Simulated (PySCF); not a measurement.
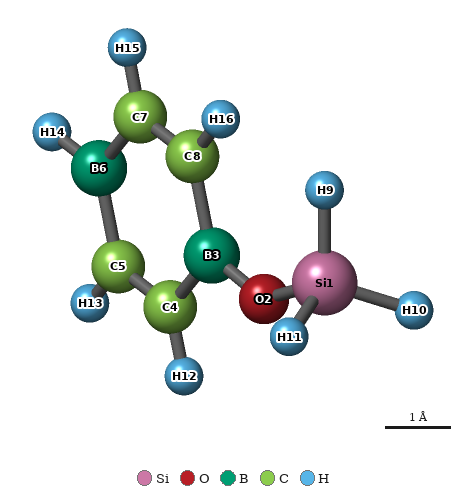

Figure 1. The structure as given in the input (ball-and-stick view, seen at a tilt; atoms are numbered from 1 in the order of the input). Bond lengths as drawn: B–C 1.56 to 1.58 Å, B–H 1.21 Å, B–O 1.36 Å, C–C 1.35 Å, C–H 1.10 Å, H–Si 1.49 Å and O–Si 1.67 Å.

## C$_{4}$H$_{8}$B$_{2}$OSi: a changed input and its effect

System: C$_{4}$H$_{8}$B$_{2}$OSi, SMILES [SiH3]OB1C=CBC=C1.
Method of the first run: GIAO PBE0/pcSseg-1 NMR shielding, non-relativistic, IEF-PCM dichloromethane (PySCF 2.14.0).

The geometry comes from this level: PBE0-D3(BJ)/def2-SVP. Text and figures count atoms from 1; the logs count them from 0 in places.

### The input, the first run
```
{"job": {"kind": "nmr", "xc": "PBE0", "basis": "pcSseg-1", "solvent": "dichloromethane", "pop": false}, "charge": 0, "multiplicity": 1}
Si     3.093210    -0.234402    -0.077488
O      1.525455    -0.817874    -0.057247
B      0.243604    -0.373891    -0.011051
C     -0.907768    -1.445551    -0.037879
C     -2.202284    -1.056146    -0.004716
B     -2.559582     0.463182     0.070173
C     -1.417211     1.535456     0.096882
C     -0.119159     1.157780     0.061969
H      3.122494     1.258033    -0.085894
H      3.753380    -0.758166    -1.304559
H      3.785204    -0.746842     1.136873
H     -0.648543    -2.512284    -0.088054
H     -2.994766    -1.815741    -0.027589
H     -3.718400     0.815826     0.110486
H     -1.661978     2.604752     0.146962
H      0.668382     1.924460     0.083710
```

The first line tells a small driver script what to run in PySCF; the rest is the geometry in Å.

Command:
```bash
OMP_NUM_THREADS=1 python <driver script> task.json out
```

Hardware: 1 CPU thread, shared host.

### Output (the first run)
```
coarse grid: 14192 points
cycle   1  E = -571.0408505691  dE =  8.211e-01  |g| = 6.970e-01  |ddm| = 3.631e+00
cycle   2  E = -570.9097997445  dE =  1.311e-01  |g| = 1.095e+00  |ddm| = 1.266e+00
cycle   3  E = -571.1330071797  dE = -2.232e-01  |g| = 1.453e-01  |ddm| = 8.572e-01
cycle   4  E = -571.1375885310  dE = -4.581e-03  |g| = 3.552e-02  |ddm| = 1.448e-01
cycle   5  E = -571.1378777592  dE = -2.892e-04  |g| = 1.334e-02  |ddm| = 3.354e-02
cycle   6  E = -571.1379179428  dE = -4.018e-05  |g| = 3.957e-03  |ddm| = 1.152e-02
cycle   7  E = -571.1379223745  dE = -4.432e-06  |g| = 7.852e-04  |ddm| = 4.092e-03
final grid: 133360 points
cycle   8  E = -571.1909327067  dE = -2.983e-05  |g| = 9.398e-03  |ddm| = 3.406e-02
cycle   9  E = -571.1909109063  dE =  2.180e-05  |g| = 1.435e-02  |ddm| = 1.642e-02
cycle  10  E = -571.1909517353  dE = -4.083e-05  |g| = 1.617e-03  |ddm| = 9.946e-03
cycle  11  E = -571.1909522801  dE = -5.448e-07  |g| = 1.562e-04  |ddm| = 1.256e-03
cycle  12  E = -571.1909522852  dE = -5.059e-09  |g| = 5.807e-05  |ddm| = 1.864e-04
cycle  13  E = -571.1909522857  dE = -5.401e-10  |g| = 3.800e-05  |ddm| = 7.455e-05
cycle  14  E = -571.1909522861  dE = -3.973e-10  |g| = 6.194e-06  |ddm| = 3.354e-05
converged SCF energy = -571.1909522861

GIAO shielding tensors (ppm)
atom      isotropic    diamagn.    paramagn.     s11        s22        s33       span
  0 Si     386.838     878.110    -491.272    345.712    357.027    457.775    112.063
  1 O      175.095     396.116    -221.021     20.184    138.749    366.351    346.167
  2 B       64.602     192.097    -127.495     44.722     52.482     96.603     51.880
  3 C       16.669     259.110    -242.441   -110.096      1.649    158.454    268.550
  4 C       21.874     256.207    -234.332   -111.314      4.328    172.609    283.923
  5 B       40.226     190.353    -150.127     -6.715      6.584    120.808    127.523
  6 C       20.970     255.970    -234.999   -112.779      2.555    173.135    285.915
  7 C       24.058     261.390    -237.332   -104.912      6.586    170.499    275.411
  8 H       25.732      28.791      -3.058     22.266     25.309     29.622      7.355
  9 H       26.198      27.657      -1.459     23.279     24.668     30.647      7.368
 10 H       26.191      27.684      -1.493     23.314     24.615     30.644      7.329
 11 H       24.079      31.096      -7.017     19.778     24.396     28.063      8.285
 12 H       23.572      29.259      -5.687     19.506     24.140     27.070      7.565
 13 H       25.044      28.621      -3.577     21.946     26.504     26.680      4.734
 14 H       23.549      30.229      -6.679     19.296     24.069     27.284      7.988
 15 H       23.855      33.147      -9.292     19.473     23.309     28.783      9.310
```

For the second run the input was changed thus:
```diff
-"solvent": "dichloromethane"
-"pop": false
+"solvent": "benzene"
+"pop": true
```

What does this change do to the results?

The total energy of the second run is 0.8 kcal/mol higher: the change of the electrostatic solvation energy at this fixed geometry, without cavity or dispersion terms. The dipole moment goes from 2.03 to 1.85 D. Of all shieldings, the largest change is that of C8, by +1.1 ppm. The number of SCF iterations is the same.

### Output (the second run)
```
coarse grid: 14192 points
cycle   1  E = -571.0386163308  dE =  8.231e-01  |g| = 6.997e-01  |ddm| = 3.632e+00
cycle   2  E = -570.9008521825  dE =  1.378e-01  |g| = 1.110e+00  |ddm| = 1.290e+00
cycle   3  E = -571.1313746534  dE = -2.305e-01  |g| = 1.498e-01  |ddm| = 8.835e-01
cycle   4  E = -571.1362563557  dE = -4.882e-03  |g| = 3.956e-02  |ddm| = 1.553e-01
cycle   5  E = -571.1365817400  dE = -3.254e-04  |g| = 1.902e-02  |ddm| = 3.956e-02
cycle   6  E = -571.1366699652  dE = -8.823e-05  |g| = 4.081e-03  |ddm| = 1.598e-02
cycle   7  E = -571.1366749608  dE = -4.996e-06  |g| = 7.890e-04  |ddm| = 4.735e-03
final grid: 133360 points
cycle   8  E = -571.1896927456  dE = -2.942e-05  |g| = 9.451e-03  |ddm| = 3.400e-02
cycle   9  E = -571.1896700874  dE =  2.266e-05  |g| = 1.450e-02  |ddm| = 1.683e-02
cycle  10  E = -571.1897120185  dE = -4.193e-05  |g| = 1.645e-03  |ddm| = 1.022e-02
cycle  11  E = -571.1897125842  dE = -5.657e-07  |g| = 1.680e-04  |ddm| = 1.313e-03
cycle  12  E = -571.1897125893  dE = -5.115e-09  |g| = 7.909e-05  |ddm| = 2.063e-04
cycle  13  E = -571.1897125906  dE = -1.247e-09  |g| = 4.253e-05  |ddm| = 9.335e-05
cycle  14  E = -571.1897125911  dE = -5.020e-10  |g| = 5.827e-06  |ddm| = 3.868e-05
converged SCF energy = -571.1897125911

GIAO shielding tensors (ppm)
atom      isotropic    diamagn.    paramagn.     s11        s22        s33       span
  0 Si     387.641     878.159    -490.518    345.981    358.289    458.654    112.673
  1 O      176.042     395.945    -219.903     20.586    141.447    366.093    345.508
  2 B       64.521     192.180    -127.659     44.365     52.633     96.565     52.200
  3 C       16.996     258.914    -241.918   -109.629      2.604    158.014    267.643
  4 C       21.767     256.101    -234.334   -111.564      4.753    172.112    283.676
  5 B       40.073     190.317    -150.244     -7.697      7.034    120.882    128.580
  6 C       20.500     255.800    -235.300   -113.557      2.408    172.647    286.204
  7 C       25.122     261.380    -236.258   -103.585      9.081    169.871    273.456
  8 H       25.759      28.861      -3.102     22.295     25.344     29.637      7.342
  9 H       26.201      27.679      -1.478     23.286     24.666     30.651      7.366
 10 H       26.196      27.708      -1.512     23.322     24.616     30.649      7.327
 11 H       24.133      31.137      -7.004     19.831     24.450     28.117      8.287
 12 H       23.612      29.299      -5.687     19.500     24.212     27.124      7.624
 13 H       25.010      28.509      -3.499     21.954     26.470     26.606      4.652
 14 H       23.583      30.274      -6.691     19.252     24.150     27.347      8.095
 15 H       23.977      33.260      -9.283     19.587     23.464     28.881      9.294
```

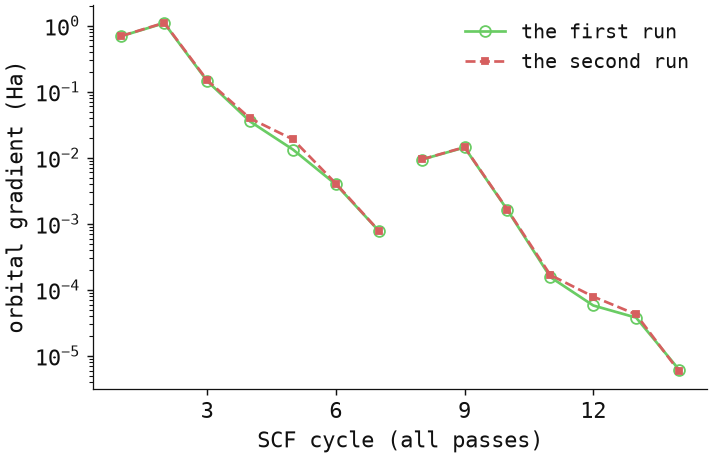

Figure 2. Convergence of the two runs: orbital gradient against the SCF cycle. A break in a curve parts two SCF passes (coarse and final grid). The first run takes 14 cycles in all, and the second run takes 14.

### The two runs side by side

| quantity | the first run | the second run |
| --- | --- | --- |
| outcome | converged | converged |
| total energy (hartree) | −571.190952 | −571.189713 |
| HOMO (eV) | −7.63 | −7.61 |
| LUMO (eV) | −3.08 | −3.06 |
| dipole moment (D) | 2.03 | 1.85 |
| shielding of Si1 (ppm) | 386.8 | 387.6 |
| shielding of O2 (ppm) | 175.1 | 176.0 |
| shielding of C4 (ppm) | 16.7 | 17.0 |
| shielding of B6 (ppm) | 40.2 | 40.1 |
| shielding of C7 (ppm) | 21.0 | 20.5 |
| shielding of C8 (ppm) | 24.1 | 25.1 |
| shielding of H16 (ppm) | 23.9 | 24.0 |
| SCF iterations | 14 | 14 |
| basis functions | 183 | 183 |
| wall time (shared host) | 38 s | 47 s |
